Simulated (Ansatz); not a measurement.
System: CH7OSbSi (SMILES [OH][SbH][CH2][SiH3]).

```yaml
atoms:
  - { symbol: O, position_ang: [-0.7115, 1.8560, -0.6792] }
  - { symbol: Sb, position_ang: [0.3776, 1.6840, 0.9637] }
  - { symbol: C, position_ang: [0.8440, -0.3968, 0.6631] }
  - { symbol: Si, position_ang: [-0.2144, -1.2283, -0.6426] }
  - { symbol: H, position_ang: [-0.3673, 2.5494, -1.2466] }
  - { symbol: H, position_ang: [-0.9917, 1.3157, 1.9269] }
  - { symbol: H, position_ang: [1.9006, -0.4785, 0.3963] }
  - { symbol: H, position_ang: [0.7046, -0.9025, 1.6230] }
  - { symbol: H, position_ang: [-1.6587, -1.0301, -0.3651] }
  - { symbol: H, position_ang: [0.1176, -0.7323, -2.0009] }
  - { symbol: H, position_ang: [0.0644, -2.6936, -0.6180] }
```

Geometry: PBE0-D4/def2-TZVP; core potentials replace the inner electrons of Sb.

Computed with Ansatz 0.2.0, RKS PBE0-D4/def2-TZVPP.

What will maps of the electron density and electron localisation function show?

Answer. C–Si (1.88 Å): ρ at the midpoint is about 0.93 e/Å³; the ELF peaks at about 0.95 between the atoms: a shared electron pair.
C–Sb (2.15 Å): ρ at the midpoint is about 0.74 e/Å³; the ELF peaks at about 0.90 in the valence shell of C, 0.7 Å from its nucleus, and drops to about 0.20 between the two atoms.
Si–H (1.49 Å): ρ is about 0.79 e/Å³ halfway; the ELF climbs to about 1 towards the hydrogen, as it does in any bond to H.

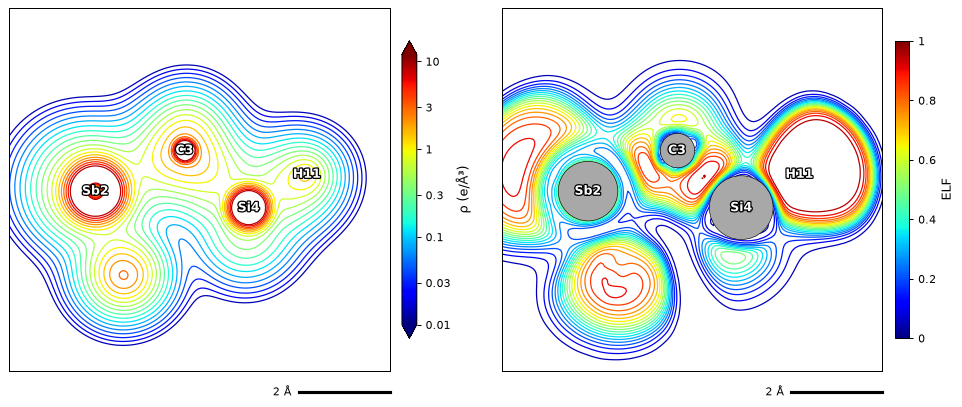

Computed electron density and electron localisation function on the plane of atoms Sb2, C3 and Si4, in this order. Grey discs cover the atomic cores in the ELF map. 
